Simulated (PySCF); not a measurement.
Al$_{3}$Cl$_{3}$H$_{3}$P$_{3}$

The calculation's input:

```
{"job": {"kind": "nmr", "xc": "PBE0", "basis": {"default": "pcSseg-1", "Al": "pcSseg-2"}}, "charge": 0, "multiplicity": 1}
Al    -1.761220     0.303481    -0.477521
Cl    -3.239570     1.657167     0.147168
P     -1.601312    -1.760956     0.553734
Al     0.650780    -1.631515     0.010597
Cl     1.183641    -2.837650    -1.643617
P      2.381899    -0.326523     0.850375
Al     1.162551     1.399680    -0.078373
Cl     0.898021     3.192869     0.986418
P     -0.173374     1.137582    -1.959353
H     -1.491707    -1.032611     1.787317
H      1.737825    -0.014041     2.094450
H      0.367945    -0.170234    -2.220215
```

Command:

```sh
OMP_NUM_THREADS=1 python probes_run.py task.json out
```

Geometry: PBE0-D3(BJ)/def2-SVP.

These are results of PBE0/pcSseg-1 Al:pcSseg-2, SCF density, gas phase, non-relativistic in PySCF 2.14.0, not measurements.

**Predict the electron density and electron localisation function between the atoms.**

Al–Cl (2.10 Å): the density is about 0.77 e/Å³ at the midpoint; the ELF peaks at about 0.85 in the valence shell of Cl, 0.9 Å from its nucleus, and is about 0.80 at the midpoint.
Al–P (2.31 Å): ρ is about 0.58 e/Å³ halfway; the ELF peaks at about 0.90 between the atoms (a covalent bond).

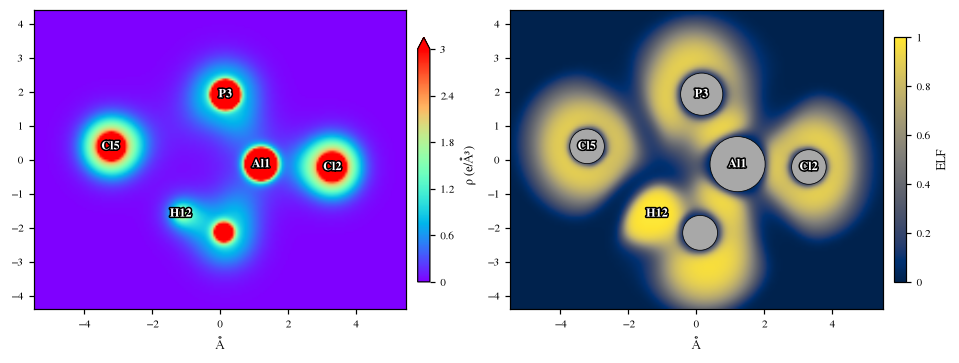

Computed electron density and electron localisation function on the plane of atoms Cl2, Al1 and P3, in this order. Grey discs cover the atomic cores in the ELF map. 
